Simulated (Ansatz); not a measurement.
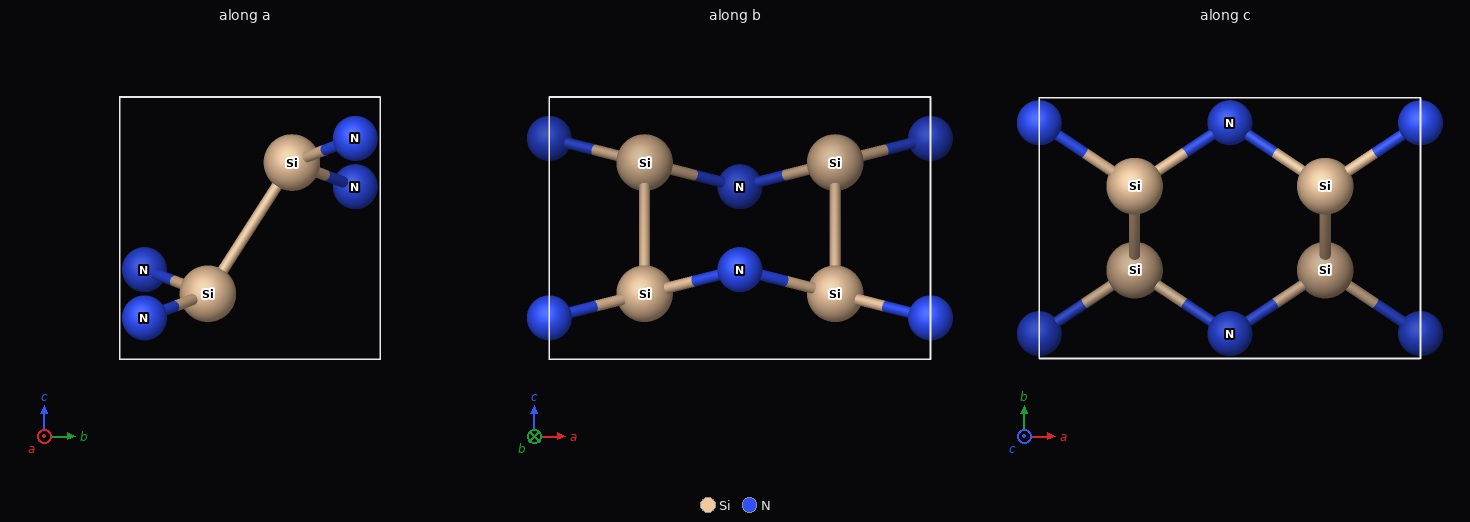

An orthographic ball-and-stick view of the structure, along the a axis, along the b axis and along the c axis. The wireframe shows the conventional unit cell.

Lattice parameters: a = 5.822 Å, b = 3.980 Å, c = 4.006 Å, α = 90.00°, β = 90.00°, γ = 90.00°.

Express the structure as a table of Wyckoff sites, with free fractional coordinates to two decimals.

Space group Pmna (No. 53).
```json
{"atom": "Si", "site": "4g", "x": "0.25", "y": "0.34", "z": "0.25"}
{"atom": "N", "site": "4h", "x": "0.00", "y": "0.10", "z": "0.16"}
```

The structure was taken from a structure type filled with these elements by a generator (whether the compound takes this form wasn't checked). It is drawn as it came out of a relaxation with DFT PBE, scalar-relativistic, plane waves, PAW in Ansatz.
